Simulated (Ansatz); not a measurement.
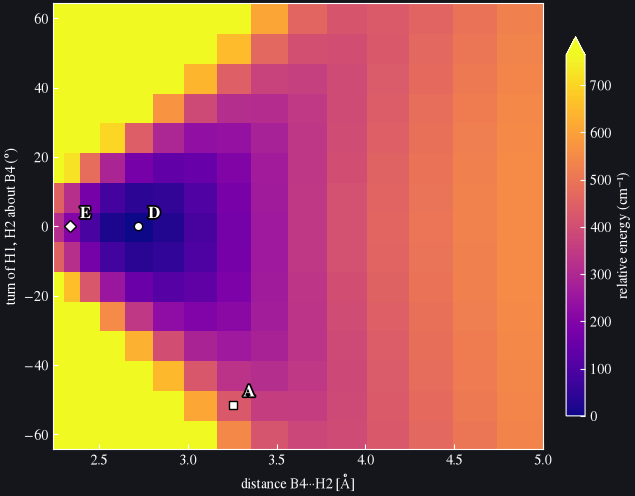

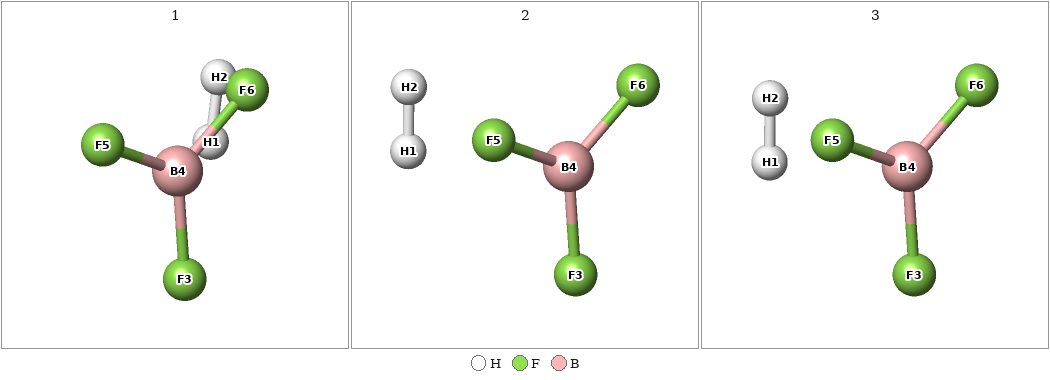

The pair H₂···BF₃. The turn is about an axis along (−0.95, 0.22, 0.22) in the frame of the relaxed pair, normal to the line between the partners. First axis: distance B4···H2. Second axis: turn of H1, H2 about B4. The scan uses a 15 × 15 grid. Energies are in cm⁻¹, from the lowest grid point. Computed with Ansatz 0.2.0, RKS PBE-D4/def2-SVPD.

Drawn: one coloured cell a grid point, one colour for all values above the top of the scale, lettered points. The numbered pictures are the structures at these points, in random order.

### Which structure belongs to which point?

A is structure 1: distance B4···H2 = 3.257 Å, turn of H1, H2 about B4 = −51.4°, 428 cm⁻¹; D is structure 2: distance B4···H2 = 2.722 Å, turn of H1, H2 about B4 = 0.0°, 0 cm⁻¹; E is structure 3: distance B4···H2 = 2.337 Å, turn of H1, H2 about B4 = 0.0°, 205 cm⁻¹.
